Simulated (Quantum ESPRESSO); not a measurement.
# How volume moves the moments of CrO2, part 2 of 2

Aim: follow moments and order energies of CrO2 with volume.

Quantum ESPRESSO 7.5; PBEsol; plane waves with GBRV 1.5 PBEsol potentials, no spin-orbit coupling.

So far, absolute magnetization (μB): step 2 (volume 0.88, ferro ++) 4.26; step 3 (volume 0.88, antiferro +-) 3.41.

## Step 5: Volume 1.12, ferro ++

Contents of pw.in:

```
&CONTROL
  calculation = 'scf'
  prefix = 'pwscf'
  outdir = './tmp'
  pseudo_dir = './pseudo'
  disk_io = 'nowf'
  tprnfor = .true.
  tstress = .true.
/
&SYSTEM
  ibrav = 0
  celldm(1) = 8
  nat = 6
  ntyp = 2
  ecutwfc = 40
  ecutrho = 280
  nbnd = 39
  occupations = 'smearing'
  smearing = 'fd'
  degauss = 0.00367493
  nspin = 2
  starting_magnetization(1) = 0.2143
  starting_magnetization(2) = 0
/
&ELECTRONS
  conv_thr = 1.2d-08
  electron_maxstep = 150
  mixing_beta = 0.3
/
ATOMIC_SPECIES
Cr     51.9961 cr_pbesol_v1.5.uspp.F.UPF
O      15.9990 o_pbesol_v1.2.uspp.F.UPF
CELL_PARAMETERS alat
   1.0845145988584    0.0000000000000    0.0000000000000
   0.0000000000000    1.0845145988584    0.0000000000000
   0.0000000000000    0.0000000000000    0.7155686688233
ATOMIC_POSITIONS crystal
Cr      0.0000000000    0.0000000000    0.0000000000
Cr      0.5000000000    0.5000000000    0.5000000000
O       0.3030000000    0.3030000000    0.0000000000
O       0.6970000000    0.6970000000    0.0000000000
O       0.8030000000    0.1970000000    0.5000000000
O       0.1970000000    0.8030000000    0.5000000000
K_POINTS automatic
10 10 10 0 0 0
```

Started as:

```
$ OMP_NUM_THREADS=1 mpirun -n 4 pw.x -nk 4 -in pw.in > pw.out
```

What it wrote:

```text
     [... lines left out ...]
Program PWSCF v.7.5 starts
     [... lines left out ...]
     number of atoms/cell      =            6
     [... lines left out ...]
     number of electrons       =        52.00
     number of Kohn-Sham states=           39
     kinetic-energy cutoff     =      40.0000  Ry
     charge density cutoff     =     280.0000  Ry
     scf convergence threshold =      1.2E-08
     [... lines left out ...]
     16 Sym. Ops., with inversion, found ( 8 have fractional translation)
     [... lines left out ...]
     number of k points=   126  Fermi-Dirac smearing, width (Ry)=  0.0037
     [... lines left out ...]
     iteration # 13     ecut=    40.00 Ry     beta= 0.30
     [... lines left out ...]
     Magnetic moment per site  (integrated on atomic sphere of radius R)
     atom   1 (R=0.192)  charge= 10.7374  magn=  1.8735
     atom   2 (R=0.192)  charge= 10.7374  magn=  1.8735
     atom   3 (R=0.192)  charge=  5.3359  magn= -0.1266
     atom   4 (R=0.192)  charge=  5.3359  magn= -0.1266
     atom   5 (R=0.192)  charge=  5.3359  magn= -0.1266
     atom   6 (R=0.192)  charge=  5.3359  magn= -0.1266
     [... lines left out ...]
     the Fermi energy is     8.6858 ev
!    total energy              =    -479.92002113 Ry
     estimated scf accuracy    <          6.5E-09 Ry
     smearing contrib. (-TS)   =      -0.00086153 Ry
     [... lines left out ...]
     total magnetization       =     4.00 Bohr mag/cell
     absolute magnetization    =     5.12 Bohr mag/cell
     convergence has been achieved in  13 iterations
     [... lines left out ...]
     Total force =     0.029389     Total SCF correction =     0.000026
     [... lines left out ...]
          total   stress  (Ry/bohr**3)                   (kbar)     P=     -262.38
     [... lines left out ...]
```

Wall time 88 s (4 MPI ranks of Intel Xeon at 2.70GHz, shared host); peak memory 0.67 GiB.

Read from the output:

- smearing term TS: 0.01172 eV
- pressure: -26.24 GPa
- magnetization: 4 μB
- absolute magnetization: 5.124 μB
- final state: ferromagnetic
- largest moment: 1.873 μB

## Step 6: Trends

The runs not shown differ from these in the moved quantity alone.

States, by row:

```csv
volume,ferro ++,antiferro +-,no spin polarisation
0.88,ferromagnetic,antiferromagnetic,non-magnetic
0.91,ferromagnetic,antiferromagnetic,non-magnetic
0.94,ferromagnetic,antiferromagnetic,non-magnetic
0.97,ferromagnetic,antiferromagnetic,non-magnetic
1,ferromagnetic,antiferromagnetic,non-magnetic
1.03,ferromagnetic,antiferromagnetic,non-magnetic
1.06,ferromagnetic,antiferromagnetic,non-magnetic
1.09,ferromagnetic,antiferromagnetic,non-magnetic
1.12,ferromagnetic,antiferromagnetic,non-magnetic
```

Largest site moment against volume:

```
volume (factor)  ferro ++ (μB)  antiferro +- (μB)
         0.8800           1.61               1.30
         0.9100           1.64               1.35
         0.9400           1.67               1.40
         0.9700           1.70               1.45
         1.0000           1.74               1.50
         1.0300           1.77               1.54
         1.0600           1.80               1.59
         1.0900           1.84               1.63
         1.1200           1.87               1.68
```

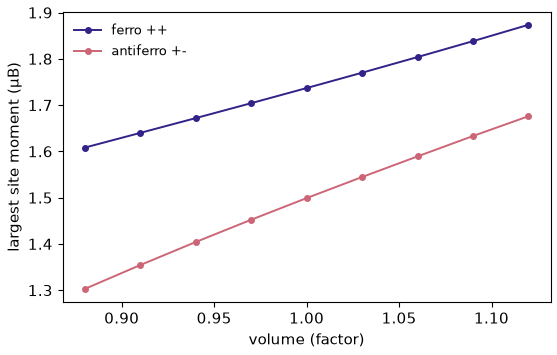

Largest site moment, plotted against volume.

Energy less that of the parallel start against volume; values in meV a seeded atom:

```csv
volume (factor),antiferro +-,no spin polarisation
0.8800,129,391
0.9100,140,439
0.9400,150,483
0.9700,157,525
1.0000,164,564
1.0300,168,601
1.0600,173,637
1.0900,176,671
1.1200,179,704
```

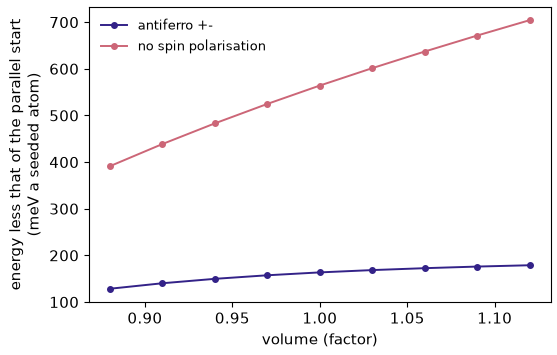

Energy less that of the parallel start against volume.

The energy over the lowest by volume; values in meV an atom:

```csv
volume (factor),ferro ++,antiferro +-,no spin polarisation
0.8800,96.7,140,227
0.9100,44.0,90.8,190
0.9400,12.9,62.8,174
0.9700,0,52.5,175
1.0000,2.47,57.0,191
1.0300,17.9,74.1,218
1.0600,44.3,102,257
1.0900,79.7,138,304
1.1200,123,182,358
```

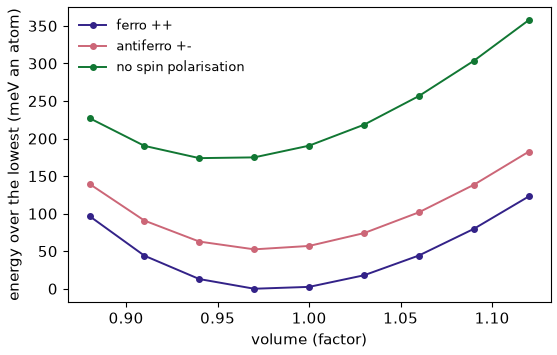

Energy over the lowest, plotted against volume.

## Step 7: What came out

| Quantity | Value |
| --- | --- |
| moment, parallel start | 1.61 to 1.87 μB |
| states met from these starts | antiferromagnetic and ferromagnetic |

The moment of the parallel start goes from 1.61 μB at 0.88 to 1.87 μB at 1.12. The net moment of the cell goes from 4 to 4 μB. The radius of the spheres follows the nearest distance, so part of the change of the site moments is the spheres'. The largest moment of the start antiferro +- lies between 1.30 and 1.68 μB. The start antiferro +- lies over the parallel one at every finished point, by 129 to 179 meV a seeded atom. No Hubbard term acts here. In such compounds local and semilocal functionals without one often delocalise the d electrons, and can shrink or lose moments and miss the size, sign and order of the couplings.

[Logs and program files are shortened in this print: banners, set-up blocks, solver, clock and traceback lines can be left out without a mark of their own.]

[Logs are printed without paths, hosts, clocks, repeated set-up lines and the standing remarks that a program may print on its own settings, such as how far it seeks lower states.]

[Hosts, paths, dates, database ids (printed as entryN), source tags and the programs' standing remarks are cut or masked in the printed files.]

[Where a cell is said to come from a database of computed structures, the database is the Materials Project.]
